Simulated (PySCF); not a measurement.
H5PSi2 (SMILES [SiH]P[SiH3])

Input

```
{"job": {"kind": "nmr", "xc": "PBE0", "basis": "pcSseg-2"}, "charge": 0, "multiplicity": 1}
Si     2.601624     0.018864     0.299449
P      0.799046     0.018437    -0.933734
Si    -1.180097    -0.000004     0.113161
H      1.871493     0.945978     1.279804
H      0.792015    -1.079051    -1.832903
H     -1.429168    -1.276984     0.847180
H     -1.127352     1.138754     1.073684
H     -2.281483     0.205321    -0.874641
```

Run with:

```sh
OMP_NUM_THREADS=1 python cluster_run.py task.json out
```

Geometry: PBE0-D3(BJ)/def2-SVP.

The calculation used PBE0/pcSseg-2, SCF density, gas phase, non-relativistic in PySCF.

Question: What can the converged electron density and electron localisation function tell about the bonding?

Answer: Si–P (2.18 Å): ρ is about 0.75 e/Å³ halfway, with its minimum of 0.64 e/Å³ about 0.8 Å from Si; the ELF peaks at about 0.90 between the atoms; a shared electron pair.
Si–P (2.24 Å): ρ is about 0.72 e/Å³ halfway; the ELF peaks at about 0.95 between the atoms (localised, covalent bonding).
Si–H (1.49 Å): the density is about 0.81 e/Å³ at the midpoint; the ELF climbs to about 1 towards the hydrogen, as it does in any bond to H.

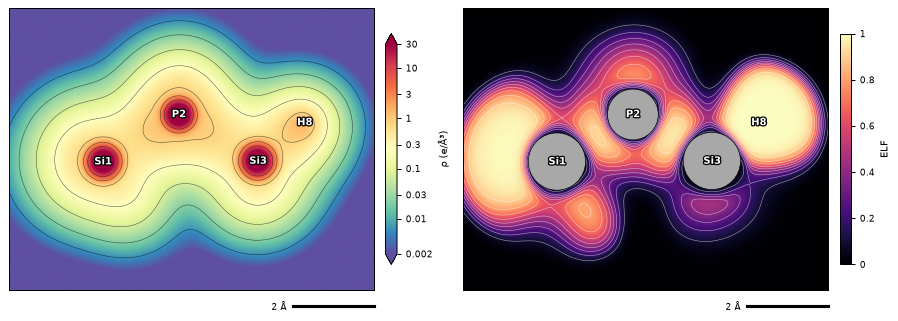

Computed electron density and electron localisation function on the plane of atoms Si1, P2 and Si3, in this order. Grey discs cover the atomic cores in the ELF map. 
